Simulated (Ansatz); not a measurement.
# CH4FOSi: single-point calculation

The run: single-point calculation of CH4FOSi, multiplicity 2, SMILES CO[SiH]F. Method and program: UKS B2PLYP (frozen core)/def2-TZVPP (Ansatz 0.2.0).

The geometry comes from this level: PBE0-D4/def2-TZVP.

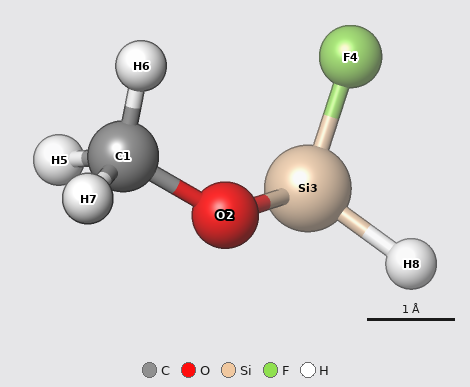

Fig. 1: The structure as given in the input (ball-and-stick view, seen at a tilt; atoms are numbered from 1 in the order of the input). Bond lengths as drawn: C–H 1.09 Å, C–O 1.41 Å, F–Si 1.61 Å, H–Si 1.49 Å and O–Si 1.63 Å.

**Input**
```yaml
crystal:
  periodic: [false, false, false]
  atoms:
    - {symbol: C, position_ang: [-0.158078, 1.181677, -0.082145]}
    - {symbol: O, position_ang: [-0.450110, -0.090204, 0.458813]}
    - {symbol: Si, position_ang: [-0.086437, -1.538926, -0.190143]}
    - {symbol: F, position_ang: [1.494375, -1.643286, -0.449214]}
    - {symbol: H, position_ang: [-0.606230, 1.303509, -1.073059]}
    - {symbol: H, position_ang: [0.921392, 1.337249, -0.159246]}
    - {symbol: H, position_ang: [-0.576874, 1.934561, 0.586167]}
    - {symbol: H, position_ang: [-0.445740, -2.541681, 0.853126]}
basis:
  gaussian: {orbitals: def2-TZVPP}
magnetization: {spin_polarized: true, initial_magnetization: 1}
hamiltonian: {xc: {name: B2PLYP}}
```

Launched with:
```bash
ansatz run in.yaml --threads 4 --pin off --events-out ev --progress --plain --max-ram 10444MiB
```

**What the program printed**
```
Functional definition: B2PLYP
  name "B2PLYP"
  cite "Grimme, J. Chem. Phys. 124, 034108 (2006) doi:10.1063/1.2148954"
  cite "Becke, Phys. Rev. A 38, 3098 (1988) doi:10.1103/PhysRevA.38.3098"
  cite "Lee, Yang & Parr, Phys. Rev. B 37, 785 (1988) doi:10.1103/PhysRevB.37.785"
  parameter a = 0.53
  parameter c = 0.27
  exchange = (1 - a)*b88_x + a*exact_x
  correlation = (1 - c)*lyp_c + c*(mp2_os + mp2_ss)
1149 factors; integrals over basis functions are off by at most 1.0e-3 eV
mean field evaluation 1: about -13729.4318 eV, gradient 3.6e1 eV
mean field evaluation 2: about -13729.5555 eV, gradient 3.6e1 eV
mean field evaluation 4: about -13733.9555 eV, gradient 3.9e0 eV
mean field evaluation 8: about -13734.0329 eV, gradient 5.2e-1 eV
mean field evaluation 16: about -13734.0348 eV, gradient 5.1e-4 eV
mean field -13734.03484491 eV, -504.7164712873 hartree, gradient 8.7e-7 eV, S^2 0.753271; 0 other end points of the search recorded, 0 dependent functions left out
8 core orbitals not correlated: weight in the atoms' cores, before any rotation towards them, 1.000 or more for the frozen orbitals, at most 0.000 for the correlated occupied ones
reference -13734.03499986 eV, -504.7164769814 hartree; 13, 12 occupied and 170, 171 virtual orbitals, 1149 factors
second order -24.77356213 eV of doubles, -0.00000000 eV of singles
Total energy: -13740.72386163 eV, -504.9622881177 hartree
```

**Summary**

- outcome: converged
- total energy: −13740.7239 eV
- mean-field energy: −13734.0350 eV
- ⟨S²⟩: 0.753
- SCF solution under orbital rotations: stable
- hardware: 4 threads of Arm Neoverse V2, 23 GiB of memory available, shared host
- wall time: 3.2 s (CPU time 12 s)
- peak memory: 0.48 GiB
